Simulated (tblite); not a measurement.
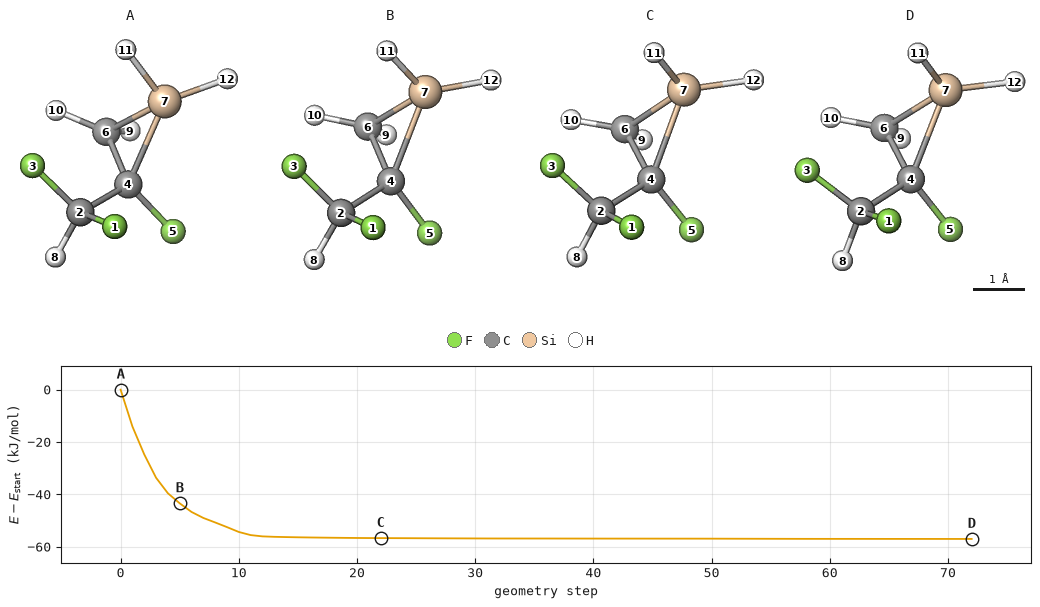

Frames of a relaxation of C3H5F3Si, marked on the history of the run. Style: ball-and-stick. Shown from a free direction.

Method: GFN2-xTB geometry optimisation, gas phase (tblite 0.8.0). 

**What happens along the run?**

After 72 geometry steps the energy has fallen by 57.0 kJ/mol. The largest move after the best rigid fit is that of H11, 0.34 Å. Largest moves by element: H 0.34 Å, Si 0.26 Å, F 0.22 Å, C 0.12 Å. Among the contacts that change: C4–Si7 1.840 → 1.907 Å, C4–C6 1.492 → 1.532 Å, Si7–H11 1.485 → 1.447 Å, Si7–H12 1.480 → 1.447 Å. Bond angles that change, for instance: C6–Si7–H11 105.6° → 117.8°, C6–Si7–H12 106.3° → 117.3°, Si7–C6–H10 112.8° → 121.6°. From step 0 to 5: Si7 moves most (0.20 Å), energy −43.4 kJ/mol. From step 5 to 22: H11 moves most (0.19 Å), energy −13.3 kJ/mol. From step 22 to 72: F3 moves most (0.18 Å), energy −0.32 kJ/mol.
